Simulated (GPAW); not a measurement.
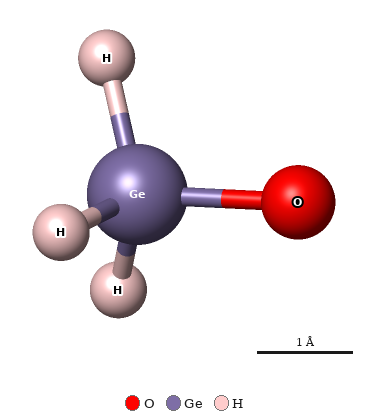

*The structure (ball-and-stick view, seen at a tilt). Sticks mark near contacts.*

Bond lengths as drawn: Ge–H 1.54 Å and Ge–O 1.79 Å.

# GeH$_{3}$O: calculation of the molecule and its ions

The run: calculation of the molecule and its ions of GeH$_{3}$O, multiplicity 2, SMILES [O][GeH3]. Method and program: LDA (PW92)/sz(dzp), UKS, scalar-relativistic datasets (GPAW 26.7.0).

The geometry comes from this level: PBE0-D4/def2-TZVP.

### The input (geh3o.py)
```python
from ase.io import read
from gpaw import GPAW

# Structure
atoms = read('geh3o.xyz')
atoms.center(vacuum=4.5)

energies = {}
for name, charge, unpaired in [('neutral', 0, 1), ('oxidised', 1, 0)]:
    atoms.set_initial_magnetic_moments([unpaired / len(atoms)] * len(atoms))
    calculator = GPAW(mode='lcao',
                      basis='sz(dzp)',
                      charge=charge,
                      symmetry='off',
                      h=0.25,
                      occupations={'name': 'fermi-dirac', 'width': 0.01, 'fixmagmom': unpaired > 0},
                      xc='LDA',
                      maxiter=100,
                      txt=f'{name}.txt')
    atoms.calc = calculator
    energies[name] = atoms.get_potential_energy()
    print(f'{name:10} {energies[name]:12.5f} eV')

ip = energies['oxidised'] - energies['neutral']
print(f'Vertical IP             {ip:.3f} eV')
```

### File geh3o.xyz
```
5

O     -1.443900     0.418600     0.777300
Ge     0.072300    -0.056300    -0.056900
H     -0.162200    -0.091200    -1.574700
H      0.548000    -1.418100     0.471500
H      1.035700     1.073400     0.341400
```

Machine: 1 thread of Arm Neoverse V2, 112 GiB of memory available, shared host.

Launched with:
```bash
python geh3o.py > geh3o.log
```

### The program's output
```
neutral       -13.88594 eV
oxidised       -1.63166 eV
Vertical IP             12.254 eV
```

### Summary

- outcome: converged
- ionisation energy: 12.25 eV
- wall time: 7.2 s
- peak memory: 0.33 GiB

On so coarse a grid the energy depends on the position of the molecule, which gives spurious forces.
